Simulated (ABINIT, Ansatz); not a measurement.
**LiCNO (R3m): bands and cutoff in G0W0 with ABINIT**

What does each rung of G0W0 on LiCNO (R3m) cost, and what does it buy?

Program: ABINIT 10.8.3. Level of theory: PBEsol and many-body steps on it, plane waves. Results are calculated unless marked as measured.

**1. The structure**

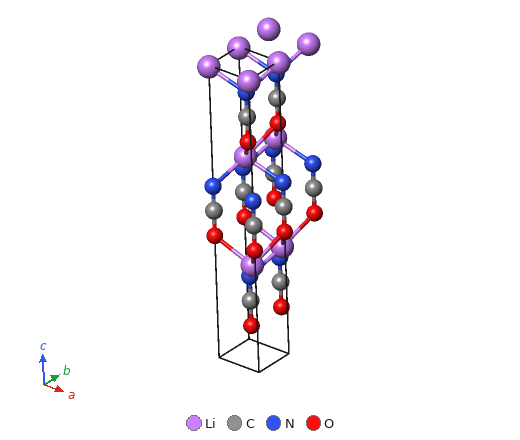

Start, viewed slightly off an axis; lithium purple, carbon grey, nitrogen blue, oxygen red. 1×2×1 cells are drawn. This picture shows the conventional cell, with its axes. Bonds to atoms that aren't drawn are left out. Some periodic images of atoms are drawn too.

Coordinates:

```cif
data_structure
_symmetry_space_group_name_H-M 'P 1'
_symmetry_Int_Tables_number 1
_cell_length_a 5.1265
_cell_length_b 5.1265
_cell_length_c 5.1265
_cell_angle_alpha 37.409
_cell_angle_beta 37.409
_cell_angle_gamma 37.409
_cell_volume 44.58
loop_
_atom_site_label
_atom_site_type_symbol
_atom_site_fract_x
_atom_site_fract_y
_atom_site_fract_z
_atom_site_occupancy
Li1 Li 0.00526 0.00526 0.00526 1
C2 C 0.49746 0.49746 0.49746 1
N3 N 0.41396 0.41396 0.41396 1
O4 O 0.58333 0.58333 0.58333 1
```

The cell and positions are those that the Materials Project relaxed with its own functionals (PBE, PBE+U or r2SCAN), kept fixed.

**2. Empty states on the mesh, 4×4×4 mesh, 150 bands**

This step: ABINIT 10.8.3; DFT, PBEsol, plane waves, norm-conserving pseudopotentials.

The sums over transitions need many empty states on a uniform mesh; this step solves for them.

File run.abi:

```
acell 3*1.0 Angstrom
rprim 
  1.643988180588 0.949157018607 4.762053928800
  -1.643988180588 0.949157018607 4.762053928800
  0.000000000000 -1.898314037214 4.762053928800
ntypat 4
znucl 3 6 7 8
natom 4
typat 1 2 3 4
xred 
  0.005259000000 0.005259000000 0.005259000000
  0.497462000000 0.497462000000 0.497462000000
  0.413960000000 0.413960000000 0.413960000000
  0.583333333333 0.583333333333 0.583333333333
pp_dirpath "pseudos"
pseudos "Li.upf, C.upf, N.upf, O.upf"
ecut 37
ngkpt 4 4 4
nshiftk 1
shiftk 0 0 0
kptopt 1
chksymbreak 0
irdden 1
istwfk *1
nband 150
prtvol 0
optdriver 6
gwr_task "HDIAGO"
paral_kgb 0
occopt 1
indata_prefix "in"
outdata_prefix "out"
tmpdata_prefix "tmp"
```

Command:

```console
$ OMP_NUM_THREADS=1 mpirun -n 4 abinit run.abi > log
```

Output:

```text
.Version 10.8.3 of ABINIT. v10.8.2 released Aug 2026.

 Symmetries : space group R3 m (#160); Bravais hR (rhombohedral)
[... echo of the input left out ...]
== DATASET  1 ==================================================================
-   mpi_nproc: 4, omp_nthreads: 1 (-1 if OMP is not activated)

--- !DatasetInfo
iteration_state: {dtset: 1, }
dimensions: {natom: 4, nkpt: 13, mband: 150, nsppol: 1, nspinor: 1, nspden: 1, mpw: 3276, }
cutoff_energies: {ecut:  37.0, pawecutdg:  -1.0, }
[...]
Indirect band gap semiconductor
 Fundamental gap:     4.664 (eV)
   VBM:    -0.072 (eV) at k: [ 5.0000E-01,  5.0000E-01,  5.0000E-01]
   CBM:     4.593 (eV) at k: [ 0.0000E+00,  0.0000E+00,  0.0000E+00]
 Direct gap:         4.820 (eV) at k: [ 0.0000E+00,  0.0000E+00,  0.0000E+00]

== END DATASET(S) ==============================================================
================================================================================

 -outvars: echo values of variables after computation  --------
           etotal      0.0000000000E+00
            nband         150
             nkpt          13
          spgroup         160
 [... the other variables as echoed above ...]

 Calculation completed.
```

Run time: 1.7 min. Hardware: 4 MPI ranks of Intel Xeon Platinum 8375C at 2.90GHz (Ice Lake), shared host; peak memory 2.6 GiB; 6.8 min of CPU time.

This step gave:

| Property | Result |
| --- | --- |
| gap | 4.664 eV |
| k of the valence top | 0.5, 0.5, 0.5 |
| k of the conduction bottom | 0, 0, 0 |
| least direct gap | 4.820 eV |
| k points computed | 13 |
| lowest point of the top converged band, above the valence top | 112.4387 eV |

On this mesh the gap is 4.664 eV.

The density comes from a self-consistent run that is not shown.

**3. Screening, 4×4×4 mesh, 25 bands, screening to 76.2 eV**

The RPA dielectric matrix is built and inverted for each q.

This step: RPA screening on PBEsol, plane waves, norm-conserving pseudopotentials.

Changes to run.abi since step 2:

```diff
@@ -22,10 +22,11 @@
 chksymbreak 0
-irdden 1
 istwfk *1
-nband 150
-prtvol 0
-optdriver 6
-gwr_task "HDIAGO"
-paral_kgb 0
 occopt 1
+irdwfk 1
+optdriver 3
+nband 25
+ecuteps 2.8
+inclvkb 2
+awtr 1
+symchi 1
 indata_prefix "in"
```

Output:

```text
.Version 10.8.3 of ABINIT. v10.8.2 released Aug 2026.

 Symmetries : space group R3 m (#160); Bravais hR (rhombohedral)
[... echo of the input left out ...]
== DATASET  1 ==================================================================
-   mpi_nproc: 4, omp_nthreads: 1 (-1 if OMP is not activated)

--- !DatasetInfo
iteration_state: {dtset: 1, }
dimensions: {natom: 4, nkpt: 13, mband: 25, nsppol: 1, nspinor: 1, nspden: 1, mpw: 3276, }
cutoff_energies: {ecut:  37.0, pawecutdg:  -1.0, }
electrons: {nelect:   1.80000000E+01, charge:   0.00000000E+00, occopt:   1.00000000E+00, tsmear:   1.00000000E-02, }

 SCREENING: Calculation of the susceptibility and dielectric matrices

 Based on a program developped by R.W. Godby, V. Olevano, G. Onida, and L. Reining.
 Incorporated in ABINIT by V. Olevano, G.-M. Rignanese, and M. Torrent.
.Using double precision arithmetic ; gwpc =  8

[... cell and pseudopotentials left out ...]
--------------------------------------------------------------------------------

 ==== K-mesh for the wavefunctions ====
 Number of points in the irreducible wedge :    13
[... list of points left out ...]
 Together with  6 symmetry operations and time-reversal symmetry
 yields    64 points in the full Brillouin Zone.

 ==== Q-mesh for the screening function ====
 Number of points in the irreducible wedge :    13
[... list of points left out ...]
 Together with  6 symmetry operations and time-reversal symmetry
 yields    64 points in the full Brillouin Zone.

 setmesh: FFT mesh size selected  =    36x   36x   36
          total number of points  =        46656

 vcoul_init : cutoff-mode = AUXILIARY_FUNCTION
 q-points for optical limit:   1
     1)      0.000010    0.000020    0.000030

- screening: taking advantage of time-reversal symmetry
- Maximum band index for partially occupied states nbvw = 9
- Remaining bands to be divided among processors   nbcw = 16
- Number of bands treated by each node ~4

 Number of electrons calculated from density =   18.0000; Expected =   18.0000
 average of density, n =  0.059826
 r_s =    1.5861
 omega_plasma =   23.5940 [eV]

 calculating chi0 at frequencies [eV] :
  1    0.000000E+00    0.000000E+00
  2    0.000000E+00    2.359404E+01

--------------------------------------------------------------------------------
  q-point number  1        q = ( 0.000000, 0.000000, 0.000000) [r.l.u.]
--------------------------------------------------------------------------------
[... chi0 elements left out ...]
 For q-point:  0.000010 0.000020 0.000030
  dielectric constant =   2.3656
  dielectric constant without local fields =   2.9990

  Average fulfillment of the sum rule on Im[epsilon] for q-point    1 :     31.74  [%]
[... wings left out ...]
  q-point number  2        q = ( 0.250000, 0.000000, 0.000000) [r.l.u.]
--------------------------------------------------------------------------------
[... chi0 elements left out ...]
  Average fulfillment of the sum rule on Im[epsilon] for q-point    2 :     40.75  [%]

 [... 11 further q-points ...]
```

Run time: 16 s. Hardware: 4 MPI ranks; peak memory 0.88 GiB.

This step gave:

* ε∞ with local fields, on this mesh, along the program's q direction: 2.366
* the same without local fields: 2.999
* plasma frequency: 23.59 eV
* plane waves in the screening matrix: 67

Local fields lower ε∞ by 21 %.

**4. 25 bands, 76.2 eV**

The self-energy is evaluated for the states that the input lists, and the levels follow from it, in one-shot runs by the linearised quasiparticle equation.

This step: G0W0 on PBEsol, plane waves, norm-conserving pseudopotentials.

Changes to run.abi since step 3:

```diff
@@ -25,8 +25,17 @@
 irdwfk 1
-optdriver 3
+optdriver 4
 nband 25
+gwcalctyp 0
+ecutsigx 37
+symsigma 1
+nkptgw 2
+kptgw 
+  0.5000000000 0.5000000000 0.5000000000
+  0.0000000000 0.0000000000 0.0000000000
+bdgw 
+  8 12
+  8 12
 ecuteps 2.8
-inclvkb 2
-awtr 1
-symchi 1
+irdscr 1
+ppmodel 1
 indata_prefix "in"
```

Output:

```text
.Version 10.8.3 of ABINIT. v10.8.2 released Aug 2026.

 Symmetries : space group R3 m (#160); Bravais hR (rhombohedral)
[... echo of the input left out ...]
== DATASET  1 ==================================================================
-   mpi_nproc: 4, omp_nthreads: 1 (-1 if OMP is not activated)

--- !DatasetInfo
iteration_state: {dtset: 1, }
dimensions: {natom: 4, nkpt: 13, mband: 25, nsppol: 1, nspinor: 1, nspden: 1, mpw: 3276, }
cutoff_energies: {ecut:  37.0, pawecutdg:  -1.0, }
electrons: {nelect:   1.80000000E+01, charge:   0.00000000E+00, occopt:   1.00000000E+00, tsmear:   1.00000000E-02, }

 SIGMA: Calculation of the GW corrections

 Based on a program developped by R.W. Godby, V. Olevano, G. Onida, and L. Reining.
 Incorporated in ABINIT by V. Olevano, G.-M. Rignanese, and M. Torrent.
.Using double precision arithmetic ; gwpc =  8

[... cell and pseudopotentials left out ...]
--------------------------------------------------------------------------------

 ==== K-mesh for the wavefunctions ====
 Number of points in the irreducible wedge :    13
[... list of points left out ...]
 Together with  6 symmetry operations and time-reversal symmetry
 yields    64 points in the full Brillouin Zone.

 ==== Q-mesh for screening function ====
 Number of points in the irreducible wedge :    13
[... list of points left out ...]
 Together with  6 symmetry operations and time-reversal symmetry
 yields    64 points in the full Brillouin Zone.

 vcoul_init : cutoff-mode = AUXILIARY_FUNCTION
 q-points for optical limit:   1
     1)      0.000010    0.000020    0.000030
 setmesh: FFT mesh size selected  =    54x   54x   54
          total number of points  =       157464

 Number of electrons calculated from density =   18.0000; Expected =   18.0000
 average of density, n =  0.059826
 r_s =    1.5861
 omega_plasma =   23.5940 [eV]

 === KS Band Gaps ===
  >>>> For spin  1
   Minimum direct gap =   4.8204 [eV], located at k-point      :   0.0000  0.0000  0.0000
   Fundamental gap    =   4.6643 [eV], Top of valence bands at :   0.5000  0.5000  0.5000
                                       Bottom of conduction at :   0.0000  0.0000  0.0000
 SIGMA fundamental parameters:
 PLASMON POLE MODEL  1
 number of plane-waves for SigmaX                 3259
 number of plane-waves for SigmaC and W             67
 number of plane-waves for wavefunctions          3259
 number of bands                                    25
 number of independent spin polarizations            1
 number of spinorial components                      1
 number of k-points in IBZ                          13
 number of q-points in IBZ                          13
 number of symmetry operations                       6
 number of k-points in BZ                           64
 number of q-points in BZ                           64
 number of frequencies for dSigma/dE                 9
 frequency step for dSigma/dE [eV]                0.25
 number of omega for Sigma on real axis              0
 max omega for Sigma on real axis  [eV]           0.00
 zcut for avoiding poles [eV]                     0.10

 EPSILON^-1 parameters (SCR file):
 dimension of the eps^-1 matrix on file             67
 dimension of the eps^-1 matrix used                67
 number of plane-waves for wavefunctions          3259
 number of bands                                    25
 number of q-points in IBZ                          13
 number of frequencies                               2
 number of real frequencies                          1
 number of imag frequencies                          1

 matrix elements of self-energy operator (all in [eV])

 Perturbative Calculation

--- !SelfEnergy_ee
iteration_state: {dtset: 1, }
kpoint     : [   0.500,    0.500,    0.500, ]
spin       : 1
KS_gap     :    4.997
QP_gap     :    7.755
Delta_QP_KS:    2.758
data: !SigmaeeData |
     Band     E0 <VxcDFT>   SigX SigC(E0)      Z dSigC/dE  Sig(E)    E-E0       E
        8  -0.072 -17.881 -22.041   2.997   0.819  -0.221 -18.834  -0.952  -1.024
        9  -0.072 -17.881 -22.041   2.997   0.819  -0.221 -18.834  -0.952  -1.024
       10   4.925  -9.746  -5.044  -2.637   0.874  -0.144  -7.941   1.806   6.731
       11   7.610 -15.970  -9.345  -2.336   0.830  -0.205 -12.411   3.560  11.169
       12   7.610 -15.970  -9.345  -2.336   0.830  -0.205 -12.411   3.560  11.169

--- !SelfEnergy_ee
iteration_state: {dtset: 1, }
kpoint     : [   0.000,    0.000,    0.000, ]
spin       : 1
KS_gap     :    4.820
QP_gap     :    7.593
Delta_QP_KS:    2.773
data: !SigmaeeData |
     Band     E0 <VxcDFT>   SigX SigC(E0)      Z dSigC/dE  Sig(E)    E-E0       E
        8  -0.228 -17.700 -21.924   3.008   0.819  -0.221 -18.696  -0.996  -1.224
        9  -0.228 -17.700 -21.924   3.008   0.819  -0.221 -18.696  -0.996  -1.224
       10   4.593 -10.335  -5.608  -2.687   0.871  -0.148  -8.558   1.777   6.369
       11   7.799 -16.092  -9.352  -2.394   0.827  -0.208 -12.497   3.596  11.395
       12   7.799 -16.092  -9.352  -2.394   0.827  -0.208 -12.497   3.596  11.395

== END DATASET(S) ==============================================================
================================================================================

 -outvars: echo values of variables after computation  --------
           etotal      0.0000000000E+00
            nband          25
             nkpt          13
          spgroup         160
 [... the other variables as echoed above ...]

 Calculation completed.
```

The job ended after 5.3 s (4 MPI ranks; peak memory 0.67 GiB).

Numbers from this step:

| Item | Value |
| --- | --- |
| G0W0 gap on the points computed | 7.393 eV |
| starting gap on the mesh | 4.664 eV |
| k of the valence top | 0.5, 0.5, 0.5 |
| k of the conduction bottom | 0, 0, 0 |
| Z at the valence top | 0.819 |
| Z at the conduction bottom | 0.871 |
| least direct G0W0 gap on the computed points | 7.593 eV |

The gap on the mesh goes from 4.66 eV to 7.39 eV, a correction of +2.73 eV.

**5. Screening, 4×4×4 mesh, 63 bands, screening to 141.5 eV**

This step: RPA screening on PBEsol, plane waves, norm-conserving pseudopotentials.

Changes to run.abi since step 4:

```diff
@@ -25,17 +25,8 @@
 irdwfk 1
-optdriver 4
-nband 25
-gwcalctyp 0
-ecutsigx 37
-symsigma 1
-nkptgw 2
-kptgw 
-  0.5000000000 0.5000000000 0.5000000000
-  0.0000000000 0.0000000000 0.0000000000
-bdgw 
-  8 12
-  8 12
-ecuteps 2.8
-irdscr 1
-ppmodel 1
+optdriver 3
+nband 63
+ecuteps 5.2
+inclvkb 2
+awtr 1
+symchi 1
 indata_prefix "in"
```

Output:

```text
.Version 10.8.3 of ABINIT. v10.8.2 released Aug 2026.

 Symmetries : space group R3 m (#160); Bravais hR (rhombohedral)
[... echo of the input left out ...]
== DATASET  1 ==================================================================
-   mpi_nproc: 4, omp_nthreads: 1 (-1 if OMP is not activated)

--- !DatasetInfo
iteration_state: {dtset: 1, }
dimensions: {natom: 4, nkpt: 13, mband: 63, nsppol: 1, nspinor: 1, nspden: 1, mpw: 3276, }
cutoff_energies: {ecut:  37.0, pawecutdg:  -1.0, }
electrons: {nelect:   1.80000000E+01, charge:   0.00000000E+00, occopt:   1.00000000E+00, tsmear:   1.00000000E-02, }

 SCREENING: Calculation of the susceptibility and dielectric matrices

 Based on a program developped by R.W. Godby, V. Olevano, G. Onida, and L. Reining.
 Incorporated in ABINIT by V. Olevano, G.-M. Rignanese, and M. Torrent.
.Using double precision arithmetic ; gwpc =  8

[... cell and pseudopotentials left out ...]
--------------------------------------------------------------------------------

 ==== K-mesh for the wavefunctions ====
 Number of points in the irreducible wedge :    13
[... list of points left out ...]
 Together with  6 symmetry operations and time-reversal symmetry
 yields    64 points in the full Brillouin Zone.

 ==== Q-mesh for the screening function ====
 Number of points in the irreducible wedge :    13
[... list of points left out ...]
 Together with  6 symmetry operations and time-reversal symmetry
 yields    64 points in the full Brillouin Zone.

 setmesh: FFT mesh size selected  =    40x   40x   40
          total number of points  =        64000

 vcoul_init : cutoff-mode = AUXILIARY_FUNCTION
 q-points for optical limit:   1
     1)      0.000010    0.000020    0.000030

- screening: taking advantage of time-reversal symmetry
- Maximum band index for partially occupied states nbvw = 9
- Remaining bands to be divided among processors   nbcw = 54
- Number of bands treated by each node ~13

 Number of electrons calculated from density =   18.0000; Expected =   18.0000
 average of density, n =  0.059826
 r_s =    1.5861
 omega_plasma =   23.5940 [eV]

 calculating chi0 at frequencies [eV] :
  1    0.000000E+00    0.000000E+00
  2    0.000000E+00    2.359404E+01

--------------------------------------------------------------------------------
  q-point number  1        q = ( 0.000000, 0.000000, 0.000000) [r.l.u.]
--------------------------------------------------------------------------------
[... chi0 elements left out ...]
 For q-point:  0.000010 0.000020 0.000030
  dielectric constant =   2.3903
  dielectric constant without local fields =   3.0743

  Average fulfillment of the sum rule on Im[epsilon] for q-point    1 :     61.35  [%]
[... wings left out ...]
  q-point number  2        q = ( 0.250000, 0.000000, 0.000000) [r.l.u.]
--------------------------------------------------------------------------------
[... chi0 elements left out ...]
  Average fulfillment of the sum rule on Im[epsilon] for q-point    2 :     70.56  [%]

 [... 11 further q-points ...]
```

The job ended after 88 s (4 MPI ranks; peak memory 1.6 GiB; 5.8 min of CPU time).

This step gave:

| Quantity | Value |
| --- | --- |
| ε∞ with local fields, on this mesh, along the program's q direction | 2.390 |
| the same without local fields | 3.074 |
| plasma frequency | 23.59 eV |
| plane waves in the screening matrix | 159 |

(Part 1 of 2 ends here.)

[Paths, hosts, dates, memory and timing lines, banners, echoed tables and standing remarks are left out of the program output.]

[Logs are printed without paths, hosts, clocks, repeated set-up lines and the standing remarks that a program may print on its own settings, such as how far it seeks lower states.]

[Runs of the session that timed out or met a known fault of the program may be left out.]

[Hosts, paths, dates, database ids (printed as entryN), source tags and the programs' standing remarks are cut or masked in the printed files.]

[G0W0 gaps are taken among the corrected bands and points alone; a level outside them can change the order at an edge.]

[Where Ansatz stands beside ABINIT at settings called matched, ABINIT's density can come from a denser mesh and the files from another edition; pairs whose starting gaps differed by over 0.03 eV were left out, so agreement reads better than it is.]
